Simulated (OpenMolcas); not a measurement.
# C3H11AlO (SMILES C[Al-](C)(C)[OH2+]) at 6 levels

Aim: a comparison of 6 runs (HF/3-21G, PBE/6-31G*, PBE0/6-31G*, SVWN5/6-31G*, B3LYP/6-31G*, MP2/6-31G*) of C3H11AlO. 

The results are computed with OpenMolcas 26.06.

1 further run of the same task is left out (set aside as unsound or not needed).

### 1 Starting point

The species is C3H11AlO (16 atoms), meant as a singlet with charge 0. SMILES: `C[Al-](C)(C)[OH2+]`. The shape is that of a PBE0-D4/def2-TZVP optimisation. This is one conformer, not always the lowest.

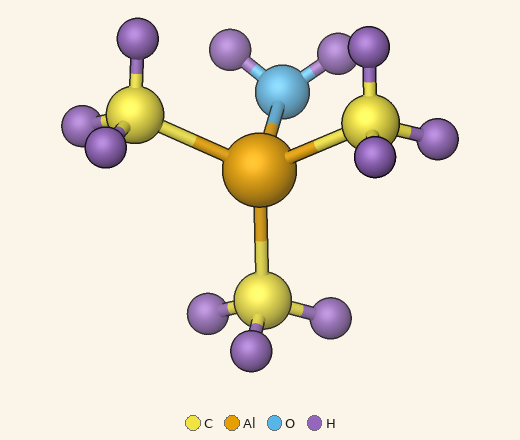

The structure, seen from a chosen angle (carbon yellow, aluminium amber, oxygen blue, hydrogen purple).

### 2 Energy and forces at HF/3-21G (run 1)

The input, test.inp:

```
&GATEWAY
BasLib = $CurrDir
Coord
16
angstrom
C       -0.637980       0.723110      -1.712710
Al       0.085580      -0.140530      -0.085580
C        1.698930       0.654370       0.740480
C       -0.210750      -2.071140       0.142530
O       -1.268240       0.678630       1.227590
H       -0.585750       1.818080      -1.686750
H       -0.069050       0.414640      -2.597260
H       -1.679210       0.445600      -1.917720
H        1.843550       0.343900       1.782560
H        1.707300       1.750610       0.717030
H        2.601530       0.334090       0.207600
H       -0.016600      -2.405220       1.167190
H        0.454110      -2.651670      -0.507280
H       -1.233710      -2.369370      -0.110180
H       -0.808840       1.221910       1.877580
H       -1.880870       1.252980       0.754900
Basis = 3-21G
Group = NoSym
&SEWARD
&SCF
Thresholds = 1e-10 1e-07 1e-07 1e-05
PrOrbitals = 1 1
&ALASKA
```

The basis set 3-21G is read from a file made from the Basis Set Exchange's data (not shown).

On the command line:

```sh
$ export MOLCAS_MEM=1860
$ pymolcas test.inp > test.log
```

Log:

```text
--- Start Module: gateway ---
[...]
--- Stop Module: gateway /rc=_RC_ALL_IS_WELL_ ---
[...]
      Basis functions           71
[...]
--- Start Module: scf ---
[...]
       Convergence after  11 Iterations
[...]
::    Total SCF energy                               -434.4466631009
[...]
      Total spin, S                                     0.0000000000
[...]
      Total electronic charge=   50.000000
      Total            charge=   -0.000000
[...]
      Dipole Moment (debye):
      Origin of the operator (angstrom)=   -0.0826   -0.0123    0.0783
                   X= -2.1999E+00               Y=  3.3033E+00               Z=  2.1883E+00           Total=  4.5321E+00
      Quadrupole Moment (debye*angstrom):
[...]
--- Stop Module: scf /rc=_RC_ALL_IS_WELL_ ---
[...]
--- Start Module: alaska ---
[...]
 *              Molecular gradients               *
 **************************************************
  Irreducible representation: a
 ------------------------------------------------------------------------------------------
                              X                       Y                       Z
 ------------------------------------------------------------------------------------------
  C1                4.35497843073263E-03   -6.40262511392464E-03    1.28423342340023E-02
  AL2               1.10085457831772E-02    4.65547187035398E-04   -1.04596646059214E-02
  C3               -1.27732431480432E-02   -5.89928370746584E-03   -5.16680826074767E-03
  C4                4.93776247486255E-04    1.58868756887856E-02   -2.28463684147640E-05
  O5               -1.23904736144382E-02   -6.16176951934633E-03    1.15901278346380E-02
  H6                2.09452196726082E-04    3.16660074256525E-03    2.23227367710521E-04
  H7                1.67570690956320E-03   -1.21388346260942E-03   -2.87553593085965E-03
  H8               -3.41813641344269E-03   -1.05360739217186E-03   -1.17063706369347E-03
[...]
--- Stop Module: alaska /rc=_RC_ALL_IS_WELL_ ---
[...]
```

It took 7.8 s on 1 thread of AMD EPYC 7R43 (Zen 3), shared host; peak memory 0.42 GiB.

### 3 Energy and gradient at PBE/6-31G(d) (spherical functions) (run 2)

test.inp, as its differences from that of step 2:

```diff
@@ -1,3 +1,5 @@
+* C3H11AlO Kohn-Sham DFT
 &GATEWAY
-BasLib = $CurrDir
+BasLib
+$CurrDir
 Coord
@@ -21,8 +23,17 @@
 H       -1.880870       1.252980       0.754900
-Basis = 3-21G
-Group = NoSym
+Basis
+6-31Gs
+Group
+NoSym
 &SEWARD
+GridInput
+Grid=UltraFine
+End of Grid
 &SCF
-Thresholds = 1e-10 1e-07 1e-07 1e-05
-PrOrbitals = 1 1
+KSDFT
+PBE
+Thresholds
+1e-10 1e-07 1e-07 1e-05
+PrOrbitals
+0
 &ALASKA
```

The basis set 6-31G* is read from a file made from the Basis Set Exchange's data (not shown).

On the command line:

```sh
$ export MOLCAS_MEM=1860
$ pymolcas test.inp > test.log
```

Log:

```text
--- Start Module: gateway ---
[...]
--- Stop Module: gateway /rc=_RC_ALL_IS_WELL_ ---
[...]
      Basis functions           96
[...]
--- Start Module: scf ---
[...]
       Convergence after  14 Iterations
[...]
::    Total KS-DFT energy                            -438.1839837928
[...]
      Total spin, S                                     0.0000000000
[...]
      Total electronic charge=   50.000000
      Total            charge=   -0.000000
[...]
      Dipole Moment (debye):
      Origin of the operator (angstrom)=   -0.0826   -0.0123    0.0783
                   X= -2.0749E+00               Y=  2.8061E+00               Z=  2.0555E+00           Total=  4.0502E+00
      Quadrupole Moment (debye*angstrom):
[...]
--- Stop Module: scf /rc=_RC_ALL_IS_WELL_ ---
[...]
--- Start Module: alaska ---
[...]
 *              Molecular gradients               *
 **************************************************
  Irreducible representation: a
 ------------------------------------------------------------------------------------------
                              X                       Y                       Z
 ------------------------------------------------------------------------------------------
  C1               -4.45730435143066E-04    7.34803711662568E-04   -2.57779379135226E-03
  AL2              -1.49823804061544E-03    8.15681154231696E-04    1.47498329715745E-03
  C3                2.58882747580191E-03    6.31506548232075E-04    5.77235012198418E-04
  C4               -1.90323041821872E-04   -2.24764641631214E-03    1.24553137166916E-04
  O5                1.99221177219400E-03    1.77735973613435E-02   -1.46127269643337E-03
  H6               -1.74623810780795E-04   -6.98004433533228E-03    5.51427165147722E-04
  H7               -3.41245689069725E-03    1.75029043498820E-03    5.58449257797422E-03
  H8                6.48552853414452E-03    1.38400106745507E-03    1.82081276399249E-03
[...]
--- Stop Module: alaska /rc=_RC_ALL_IS_WELL_ ---
[...]
```

It took 1.9 min on 1 thread of AMD EPYC 7R43 (Zen 3), shared host; peak memory 0.53 GiB.

Run 3 isn't shown in full; the table further down has it.

### 4 Energy and forces at SVWN5/6-31G(d) (spherical functions) (run 4)

The input, mol.xyz:

```xyz
16

C     -0.637980     0.723110    -1.712710
Al     0.085580    -0.140530    -0.085580
C      1.698930     0.654370     0.740480
C     -0.210750    -2.071140     0.142530
O     -1.268240     0.678630     1.227590
H     -0.585750     1.818080    -1.686750
H     -0.069050     0.414640    -2.597260
H     -1.679210     0.445600    -1.917720
H      1.843550     0.343900     1.782560
H      1.707300     1.750610     0.717030
H      2.601530     0.334090     0.207600
H     -0.016600    -2.405220     1.167190
H      0.454110    -2.651670    -0.507280
H     -1.233710    -2.369370    -0.110180
H     -0.808840     1.221910     1.877580
H     -1.880870     1.252980     0.754900
```

The input, calc.input:

```
&GATEWAY
  BasLib=$CurrDir
  Coord=mol.xyz
  Basis=6-31Gs
  Group=NoSym

&SEWARD
  GridInput
  Grid=UltraFine
  End of Grid

&SCF
  KSDFT=SVWN5
  Thresholds=1e-10 1e-07 1e-07 1e-05
  PrOrbitals=1 1

&ALASKA
```

The basis set 6-31G* is read from a file made from the Basis Set Exchange's data (not shown).

On the command line:

```sh
$ export MOLCAS_MEM=1860
$ pymolcas calc.input > calc.log
```

Log:

```text
--- Start Module: gateway ---
[...]
--- Stop Module: gateway /rc=_RC_ALL_IS_WELL_ ---
[...]
      Basis functions           96
[...]
--- Start Module: scf ---
[...]
       Convergence after  14 Iterations
[...]
::    Total KS-DFT energy                            -435.8119040942
[...]
      Total spin, S                                     0.0000000000
[...]
      Total electronic charge=   50.000000
      Total            charge=   -0.000000
[...]
      Dipole Moment (debye):
      Origin of the operator (angstrom)=   -0.0826   -0.0123    0.0783
                   X= -2.0469E+00               Y=  2.8495E+00               Z=  2.0300E+00           Total=  4.0534E+00
      Quadrupole Moment (debye*angstrom):
[...]
--- Stop Module: scf /rc=_RC_ALL_IS_WELL_ ---
[...]
--- Start Module: alaska ---
[...]
 *              Molecular gradients               *
 **************************************************
  Irreducible representation: a
 ------------------------------------------------------------------------------------------
                              X                       Y                       Z
 ------------------------------------------------------------------------------------------
  C1               -1.96902828776624E-03    2.90803459753874E-03   -8.60999100971060E-03
  AL2               7.90638048631997E-04   -2.21346291243263E-04   -7.30581079378290E-04
  C3                8.58564234240600E-03    2.53158786548013E-03    2.43570767835566E-03
  C4               -9.59674085316387E-04   -8.61424932596311E-03    7.21852581811733E-04
  O5               -2.84387016561194E-03    2.07372747887531E-02    3.21335725518068E-03
  H6               -5.82467486305294E-04   -7.43714440243926E-03    9.61018832441596E-05
  H7               -3.98435994646928E-03    2.22430422084063E-03    5.56296423848845E-03
  H8                6.86203878652591E-03    1.97215746850510E-03    1.48693434919078E-03
[...]
--- Stop Module: alaska /rc=_RC_ALL_IS_WELL_ ---
[...]
```

Run time: 96 s. Hardware: 1 thread of AMD EPYC 7R43 (Zen 3), shared host; peak memory 0.53 GiB.

Run 5 isn't shown in full; the table further down has it.

### 5 The energy at MP2/6-31G(d) (spherical functions) (run 6)

The input, calc.input:

```
&gateway
baslib=$CurrDir
coord
16
angstrom
C       -0.637980       0.723110      -1.712710
Al       0.085580      -0.140530      -0.085580
C        1.698930       0.654370       0.740480
C       -0.210750      -2.071140       0.142530
O       -1.268240       0.678630       1.227590
H       -0.585750       1.818080      -1.686750
H       -0.069050       0.414640      -2.597260
H       -1.679210       0.445600      -1.917720
H        1.843550       0.343900       1.782560
H        1.707300       1.750610       0.717030
H        2.601530       0.334090       0.207600
H       -0.016600      -2.405220       1.167190
H        0.454110      -2.651670      -0.507280
H       -1.233710      -2.369370      -0.110180
H       -0.808840       1.221910       1.877580
H       -1.880870       1.252980       0.754900
basis=6-31Gs
group=NoSym
&seward
&scf
thresholds=1e-10 1e-07 1e-07 1e-05
prorbitals=1 1
&mbpt2
frozen=9
```

The basis set 6-31G* is read from a file made from the Basis Set Exchange's data (not shown).

On the command line:

```sh
$ export MOLCAS_MEM=1860
$ pymolcas calc.input > calc.log
```

Log:

```text
--- Start Module: gateway ---
[...]
--- Stop Module: gateway /rc=_RC_ALL_IS_WELL_ ---
[...]
      Basis functions           96
[...]
--- Start Module: scf ---
[...]
       Convergence after  12 Iterations
[...]
::    Total SCF energy                               -436.7887648774
[...]
      Total spin, S                                     0.0000000000
[...]
      Total electronic charge=   50.000000
      Total            charge=   -0.000000
[...]
      Dipole Moment (debye):
      Origin of the operator (angstrom)=   -0.0826   -0.0123    0.0783
                   X= -2.1567E+00               Y=  3.0045E+00               Z=  2.1389E+00           Total=  4.2724E+00
      Quadrupole Moment (debye*angstrom):
[...]
--- Stop Module: scf /rc=_RC_ALL_IS_WELL_ ---
[...]
--- Start Module: mbpt2 ---
[...]
WARNING!
Default frozen orbitals as non valence orbitals is overwritten by user input.
Default values:   6
[...]
       Reference weight ( Cref**2 )         =        0.82474
::    Total MBPT2 energy                             -437.4255538932
[...]
      Total MBPT2 calculations                           0.57      0.67
--- Stop Module: mbpt2 /rc=_RC_ALL_IS_WELL_ ---
[...]
```

It took 15 s on 1 thread of AMD EPYC 7R43 (Zen 3), shared host; peak memory 0.53 GiB.

### 6 The series

```csv
run,level,integration grid,Cartesian functions,energy (Eh),dipole moment (D) of the reference,HOMO energy (eV),LUMO energy (eV),wall time
1,HF/3-21G,–,no,-434.446663,4.53,-9.77,4.42,7.8 s
2,PBE/6-31G* (spherical functions),UltraFine,no,-438.183984,4.05,-5.24,-0.51,1.9 min
3,PBE0/6-31G* (spherical functions),UltraFine,no,-438.245337,4.11,-6.60,0.45,1.8 min
4,SVWN5/6-31G* (spherical functions),UltraFine,no,-435.811904,4.05,-5.29,-0.65,96 s
5,B3LYP/6-31G* (Cartesian functions),UltraFine,yes,-438.627911,4.12,-6.34,0.01,2.1 min
6,MP2/6-31G* (spherical functions),–,no,-437.425554,4.27,-9.84,3.66,15 s
```

### 7 What came out

| quantity | value |
| --- | --- |
| run 6: total energy | -437.42555 Eh |
| run 6: dipole moment (mean-field density) | 4.27 D |
| run 6: HOMO energy (Hartree–Fock orbitals) | -9.84 eV |
| run 6: LUMO energy (Hartree–Fock orbitals) | 3.66 eV |
| run 6: HOMO–LUMO gap (Hartree–Fock orbitals) | 13.51 eV |
| run 6: correlation energy (9 core orbitals frozen) | -636.8 mEh |

In words: Over runs 1, 2, 3, 4, 5 the dipole moment (its size) runs from 4.05 D (PBE/6-31G*) to 4.53 D (HF/3-21G). The two ends differ in method and basis. Over runs 1, 2, 3, 4, 5 the HOMO–LUMO gap runs from 4.65 eV (SVWN5/6-31G*) to 14.19 eV (HF/3-21G). Totals of different functionals can't be ranked against each other. All runs together took 7.9 min, the longest 2.1 min.
